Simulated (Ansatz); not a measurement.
ZrO2 (fluorite), energy against volume

ZrO$_{2}$ (fluorite)

```xyz
3
Lattice="0.0000 2.5447 2.5447 2.5447 0.0000 2.5447 2.5447 2.5447 0.0000" Properties=species:S:1:pos:R:3 pbc="T T T"
Zr     0.0000     0.0000     0.0000
O      1.2723     1.2723     1.2723
O      3.8170     3.8170     3.8170
```

The volume is varied about the relaxed value V₀ at fixed cell shape. Symmetry pins the atoms to their sites.

Calculation: r2SCAN (plane waves to 500 eV, PAW, scalar-relativistic; Ansatz, a program for electronic structure). k mesh 12×12×12 (Γ-centred), Fermi-Dirac smearing 0.05 eV. Energies are smeared free energies. Compression counts positive. This is a high-temperature form of ZrO2. ZrO2 is run without spin polarisation. ZrO2 was relaxed with its symmetry unable to fall. ΔE is measured from the relaxed starting cell.

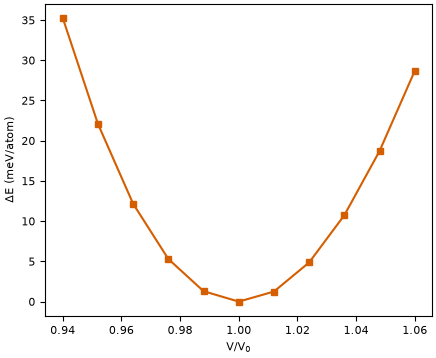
Fig. 1. ΔE (meV/atom) against V/V₀; one marker a computed point.

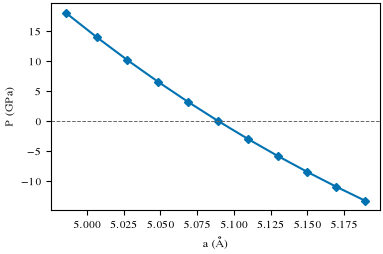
P (GPa) against a (Å); markers are the computed points, lines only join them.

The energy cost of the largest expansion comes out as 28.7 meV/atom. The energy cost of the largest compression comes out as 35.3 meV/atom and the pressure for 5 % compression (fit) is 14.7 GPa. The pressure at the smallest volume is 18.1 GPa and the pressure derivative B₀′ (fit) is 4.2.

P = (3B₀/2)(x⁷ − x⁵)[1 + ¾(B₀′ − 4)(x² − 1)] with x = (1/0.95)^(1/3), B₀ = 257 GPa and B₀′ = 4.15.

(A scan under strain: stresses follow from slopes of the energy per volume, elastic moduli from its curvatures.)
